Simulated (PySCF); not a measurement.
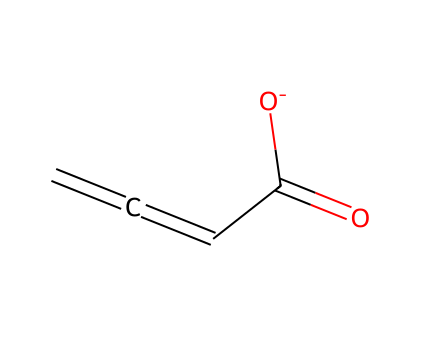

A structural formula. State: charge −1, singlet.

**Give its SMILES.**

C=C=CC(=O)[O-]

**Give the formula, hydrogens included.**

C4H3O2, charge -1.

More results for the same structure follow; atom numbers are the same in all pictures, views and colours differ. The computed structure is the end point of a GFN2-xTB optimisation. No frequency run is at hand to confirm it as a minimum.

### Geometry

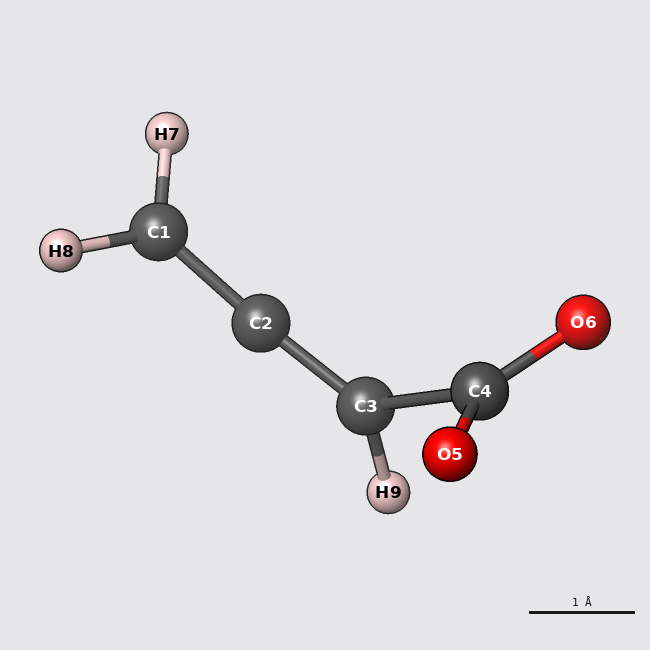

Numbered structure. No frequency run is at hand to confirm it as a minimum.

List the bonds and their lengths.

| bond | length (Å) | order |
| --- | --- | --- |
| C1–C2 | 1.309 | double |
| C1–H7 | 1.081 | single |
| C1–H8 | 1.081 | single |
| C2–C3 | 1.280 | double |
| C3–C4 | 1.599 | single |
| C3–H9 | 1.080 | single |
| C4–O5 | 1.229 | delocalised |
| C4–O6 | 1.229 | delocalised |

### Electronic properties

No frequency run is at hand to confirm it as a minimum. Level of theory: PBE0/def2-SVPD, gas phase (PySCF 2.14.0).

**What is the mean static polarisability?**

69.9 bohr³.

**What is the HOMO energy (Kohn–Sham orbital)?**

−1.83 eV.

### Charges

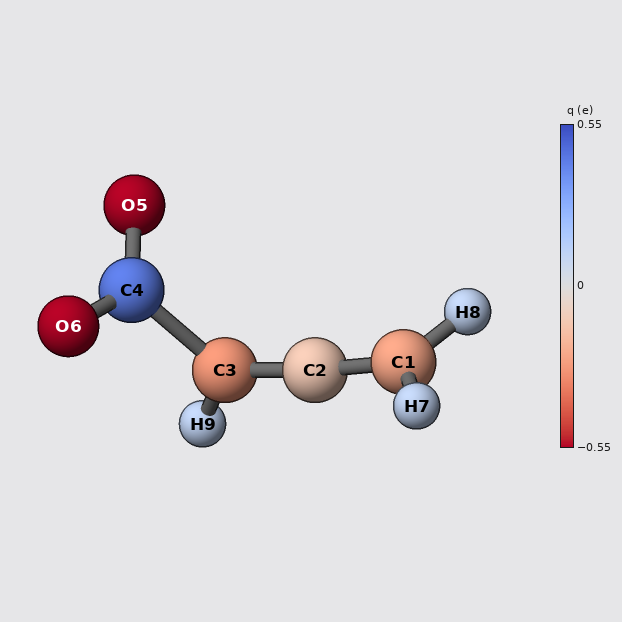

Atoms are coloured by their Mulliken charges. No frequency run is at hand to confirm it as a minimum. Level of theory: PBE0/pcSseg-1, gas phase (PySCF 2.14.0).

List the Mulliken charges.

```json
{"atom": "C1", "value (e)": "−0.24"}
{"atom": "C2", "value (e)": "−0.12"}
{"atom": "C3", "value (e)": "−0.28"}
{"atom": "C4", "value (e)": "0.42"}
{"atom": "O5", "value (e)": "−0.55"}
{"atom": "O6", "value (e)": "−0.55"}
{"atom": "H7", "value (e)": "0.10"}
{"atom": "H8", "value (e)": "0.10"}
{"atom": "H9", "value (e)": "0.11"}
```

### NMR shielding

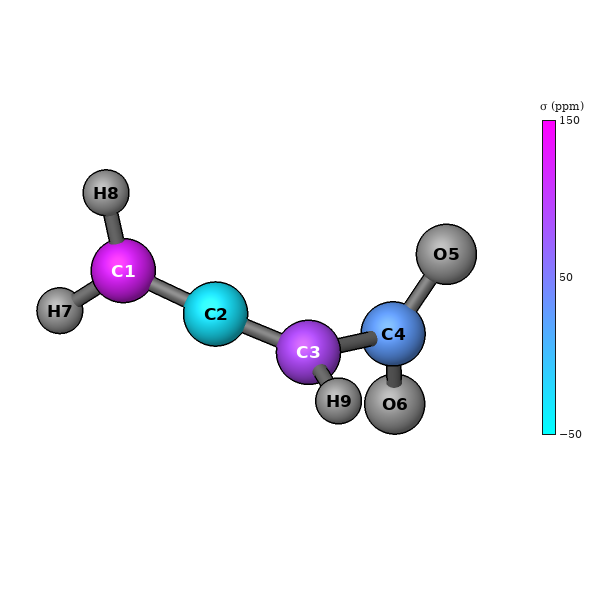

Atoms are coloured by their isotropic NMR shieldings (C only, the others grey). No frequency run is at hand to confirm it as a minimum. Properties computed with GIAO PBE0/pcSseg-1 NMR shielding, non-relativistic, gas phase (PySCF 2.14.0).

**Which C atom is the most shielded (lowest chemical shift)?**

C1 (124.7 ppm).

**Which C atom is the least shielded (highest chemical shift)?**

C2 (−29.9 ppm).

**How wide is the range of C shifts?**

154.6 ppm.

List the isotropic NMR shieldings of the C atoms.

```json
{"atom": "C1", "σ (ppm)": "124.7"}
{"atom": "C2", "σ (ppm)": "−29.9"}
{"atom": "C3", "σ (ppm)": "91.3"}
{"atom": "C4", "σ (ppm)": "26.1"}
```

Mulliken values depend strongly on the basis set and can even reverse the polarity of a bond.
